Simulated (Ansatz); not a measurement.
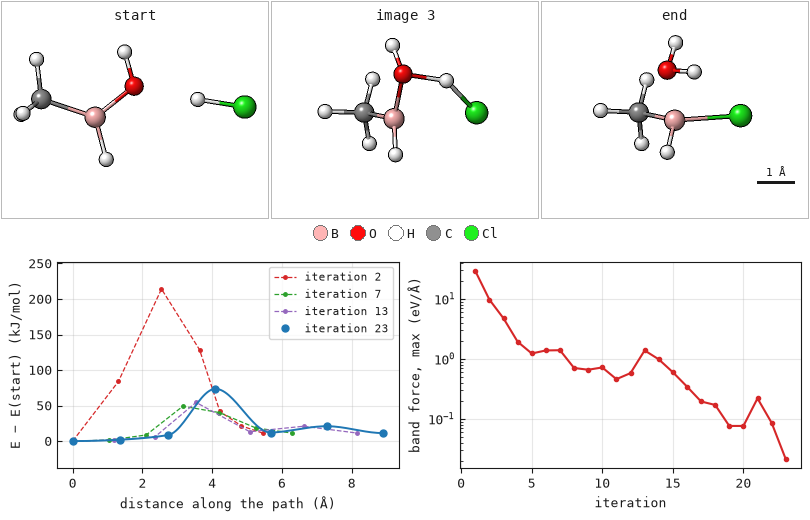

A search for the minimum-energy path of CH$_{6}$BClO by the nudged elastic band. Images are numbered from 0 (start) to 6 (end). The plot follows the band through its iterations. The picture is a ball-and-stick view, seen face on.

Method: RKS PBE-D4/6-31G* in Ansatz. Run with 5 movable images; climbing image; force threshold 0.05 eV/Å; iteration limit 60; starting path through a guess of the saddle point.

### Judge this run.

The run is converged, with reservations. The band converged in 23 iterations. The largest component of the band force went from 29 to 0.021 eV/Å. The climbing image converged on the top of the path. Its vibrational analysis gives one imaginary mode (884i cm⁻¹), as a transition state must have. The first iteration put the highest image at 763.8 kJ/mol. The energy climbs by 73.5 kJ/mol to image 3 and then falls by 62.3 kJ/mol, so the end point sits at +11.2 kJ/mol. The profile has 2 maxima (images 3, 5) with a dip at image 4 (+12.0 kJ/mol), so the process runs in steps.
